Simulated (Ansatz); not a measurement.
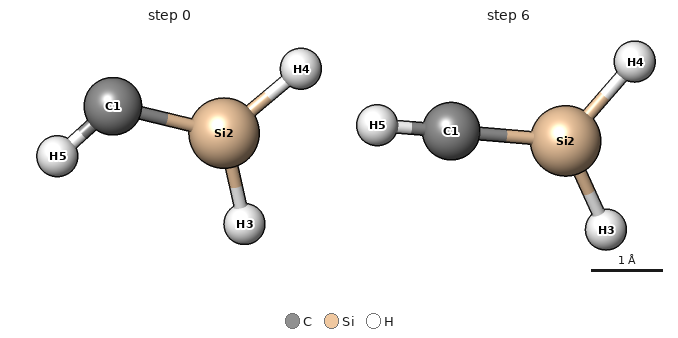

The structure of CH$_{3}$Si (multiplicity 2) before (left) and after (right) a relaxation, at one scale.

The picture is a ball-and-stick view, seen at a tilt.

It is one of the separated reactants of a reaction.

Theory: UKS PBE-D4/def2-SVP (Ansatz 0.2.0). Settings: force threshold 0.03 eV/Å; at most 250 steps.

Describe what moved and what it gained.

Answer. The energy falls by 0.406 eV in 6 geometry steps. The largest force component goes from 1.7 to 0.004 eV/Å. The atom that moves furthest after the best rigid fit is H5 (0.56 Å). Largest moves by element: H 0.56 Å, C 0.37 Å, Si 0.12 Å. Among the contacts that change: Si2–H3 1.420 → 1.498 Å, C1–H5 1.060 → 1.091 Å, C1–Si2 1.704 → 1.690 Å. Bond angles that change, for instance: Si2–C1–H5 121.5° → 179.7°, C1–Si2–H3 120.3° → 122.6°. Cost: 5.5 s on 2 threads of Arm Neoverse V2 (shared host).
